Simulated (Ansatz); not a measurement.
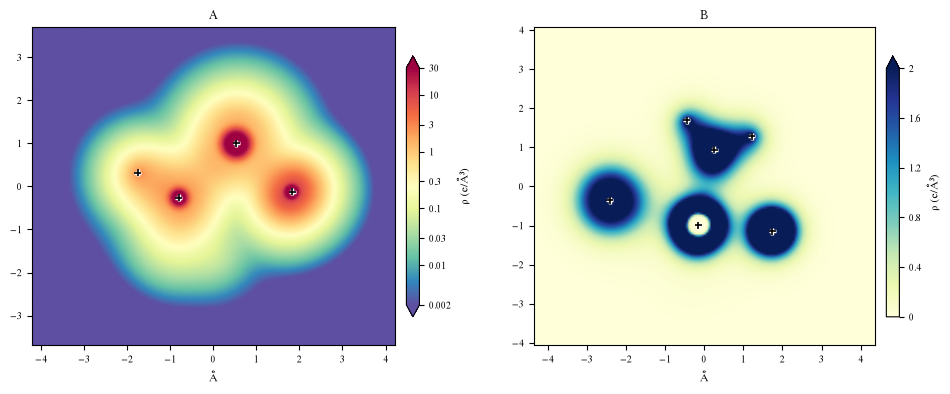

The electron density of 2 systems, each on a plane through atoms (crosses mark nuclei in the plane).

The calculation used RKS PBE/def2-SVP (Ansatz 0.2.0).

System 1: CH₄O₂S, the plane of atoms C2, S3 and O4. 

```csv
atom,x (Å),y (Å),z (Å)
O,0.4723,0.9910,-0.8841
C,0.1809,0.7692,0.4606
S,0.3766,-0.9834,0.9889
O,-0.7237,-1.6311,-0.1628
H,-0.1901,0.4703,-1.3809
H,-0.8586,1.0712,0.7317
H,0.8918,1.3436,1.0927
H,-0.1492,-2.0308,-0.8462
```

System 2: Cl₃FH₂NTa, the plane of atoms F5, Ta1 and Cl6. Core potentials replace the inner electrons of Ta.

| atom | x (Å) | y (Å) | z (Å) |
| --- | --- | --- | --- |
| Ta | -0.0140 | -0.0022 | -0.0402 |
| N | 1.9521 | -0.0001 | -0.0219 |
| H | 2.4822 | -0.0406 | 0.8561 |
| H | 2.5549 | 0.0396 | -0.8489 |
| F | 0.2040 | -0.0913 | 1.8451 |
| Cl | 0.1706 | 0.1071 | -2.3806 |
| Cl | -1.1416 | 2.0196 | 0.1201 |
| Cl | -1.1381 | -2.0322 | -0.0698 |

> Match each panel to its system.

Panel A is system 1, CH₄O₂S: the plane holds C, S, O and H. S–O (1.72 Å): ρ at the midpoint is about 1.2 e/Å³. Panel B is system 2, Cl₃FH₂NTa: the plane holds Ta, N, H, F and Cl. Ta–F (1.90 Å): ρ is about 0.99 e/Å³ halfway.
